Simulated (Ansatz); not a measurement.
```sh
ansatz run in.yaml --threads 4 --pin off --events-out ev --progress --plain --max-ram 9574MiB
```

```yaml
crystal:
  periodic: [false, false, false]
  atoms:
    - {symbol: Si, position_ang: [-0.465519, -0.766955, 1.115088]}
    - {symbol: O, position_ang: [1.118730, -1.022641, 0.715861]}
    - {symbol: H, position_ang: [-1.323104, -1.907982, 0.678144]}
    - {symbol: H, position_ang: [-0.636757, -0.646376, 2.593075]}
    - {symbol: Si, position_ang: [-1.128141, 1.206970, 0.051936]}
    - {symbol: H, position_ang: [1.547406, -1.799988, 1.076504]}
    - {symbol: H, position_ang: [-0.994497, 1.083758, -1.424088]}
    - {symbol: H, position_ang: [-2.556055, 1.472177, 0.380616]}
    - {symbol: H, position_ang: [-0.310903, 2.359063, 0.517255]}
basis:
  gaussian: {orbitals: def2-TZVPP}
hamiltonian: {xc: pbe}
correlation: {method: rpa}
```

Work out the structure from the coordinates.

The molecule is H6OSi2. The point group is Cs. Coordination: 2 Si tetrahedral; 1 O bent.

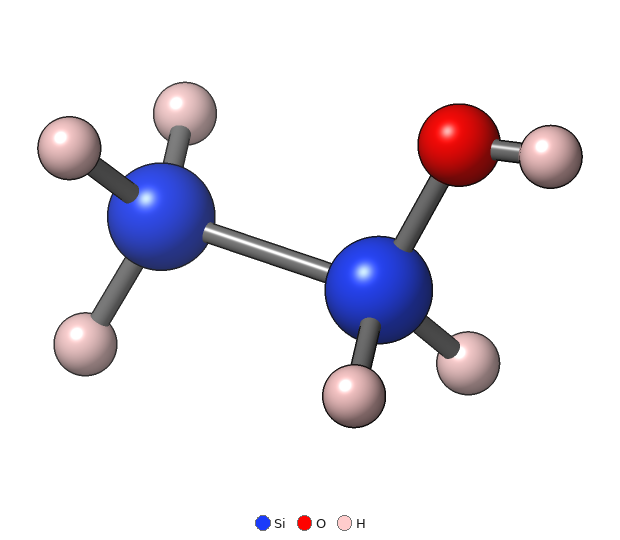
